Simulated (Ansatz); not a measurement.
## Electronic structure of AlH4N···HBr in real space

Input file:

```
crystal:
  periodic: [false, false, false]
  atoms:
    - { symbol: Al, position_ang: [0.0, 0.0, 0.0] }
    - { symbol: "N", position_ang: [0.0, 0.0, 2.27] }
    - { symbol: H, position_ang: [-0.877, -0.2713, 2.8] }
    - { symbol: H, position_ang: [0.877, 0.2713, 2.8] }
    - { symbol: H, position_ang: [1.351, 0.0, -0.78] }
    - { symbol: H, position_ang: [-1.351, 0.0, -0.78] }
    - { symbol: Br, position_ang: [-0.339, 2.5493, 0.8545] }
    - { symbol: H, position_ang: [-0.1688, 1.2694, 2.0782] }
basis:
  gaussian: { orbitals: def2-SVP }
hamiltonian:
  xc: hf
relax:
  f_tol: 0.15
  max_steps: 25
  restrain:
    - { distance: [0, 6], at: 3.61, k: 30.0 }
    - { distance: [7, 1], at: 2.26, k: 30.0 }
    - { distance: [0, 1], at: 1.92, k: 30.0 }
    - { distance: [7, 6], at: 1.55, k: 30.0 }
output:
  orbitals: {}
```

Command:

```sh
ansatz run input.yaml --threads 1 --pin off --max-ram 2048MiB --backend cpu --events-out ev --progress --plain --runs-dir out
```

The fields are those of the run's last geometry, not of the input's.

Not at a stationary point (largest force 1.6 eV/Å).

Level of theory: Ansatz 0.2.0, RHF/def2-SVP.

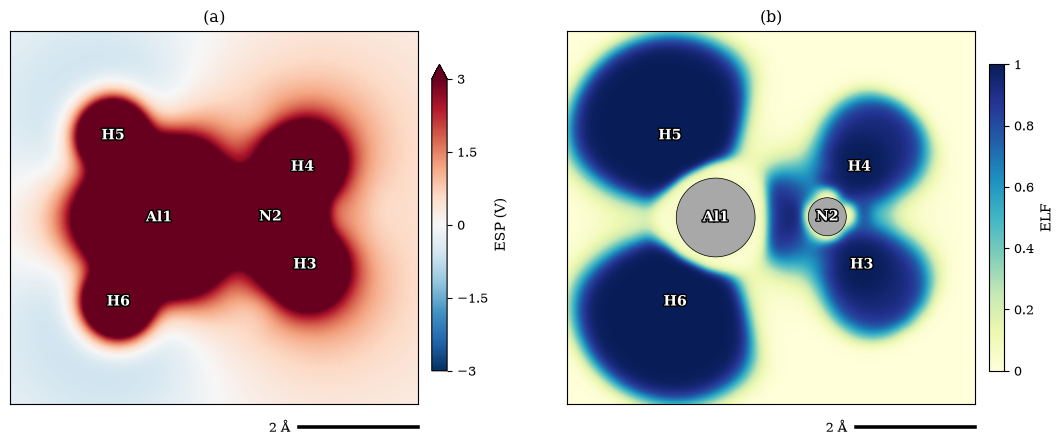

Figure 1. (a) molecular electrostatic potential; (b) electron localisation function on the plane of atoms N2, Al1 and H5. Grey discs cover the atomic cores in the ELF map.

> Interpret the plot.

The section cuts through Al, N and H sites.
Al–N (1.87 Å): the ELF peaks at about 0.95 in the valence shell of N, 0.6 Å from its nucleus, and is about 0.70 at the midpoint.
N–H (1.00 Å): the ELF climbs to about 1 towards the hydrogen, as it does in any bond to H: an ordinary covalent bond to hydrogen.
Al–H (1.57 Å): the ELF climbs to about 1 towards the hydrogen.
Outside the dense part of the complex the potential is most negative (−0.6 V) near H6.

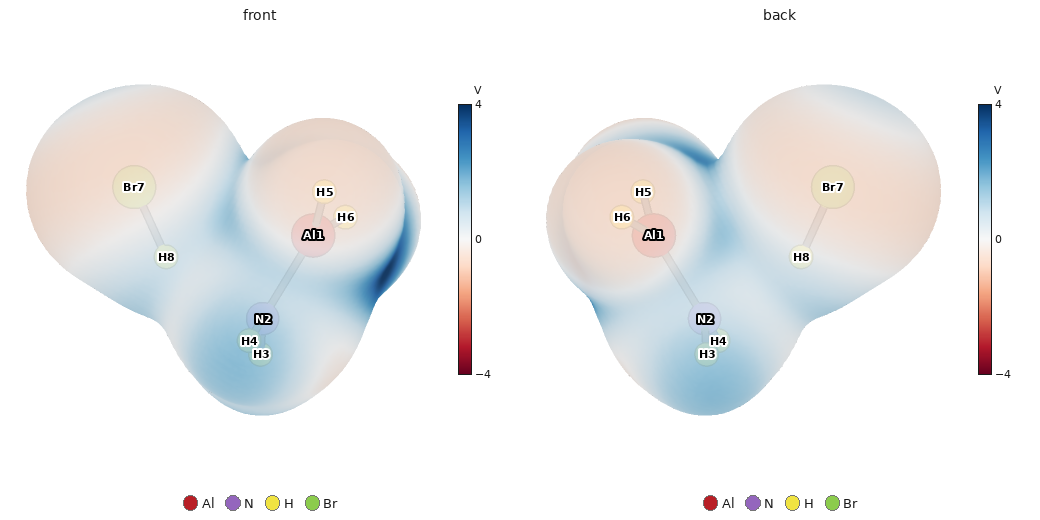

Figure 2. The molecular electrostatic potential painted on the density surface at 0.002 e/bohr³, seen from the front and from behind; the colour scale runs from red (negative) to blue (positive).

> Where is the surface potential most negative and most positive?

The most negative region (about −0.6 V) lies over H5, H6 and Br7, the most positive (about +3.6 V) over Al1. Br7 shows a σ-hole: about +0.6 V at the tip opposite its bond, against about −0.4 V on its flanks.

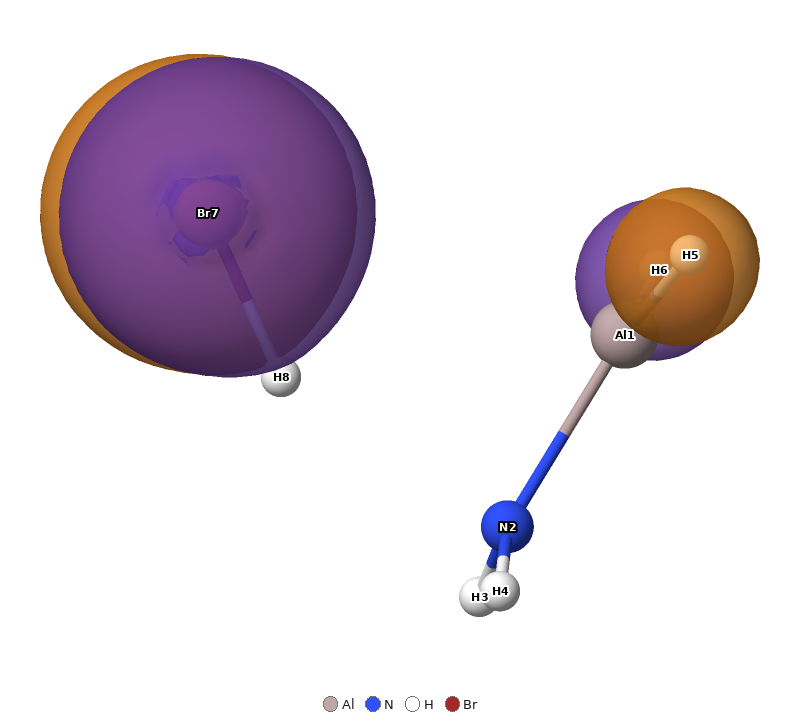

Figure 3. The HOMO−1 at ±0.1 Å⁻³ᐟ² (orange and purple are the two phases), seen across its widest extent.

> Describe this orbital and give its energy.

It lies mainly on Br7 (about 85 %); largely a lone pair of Br7. Its energy is −11.51 eV.
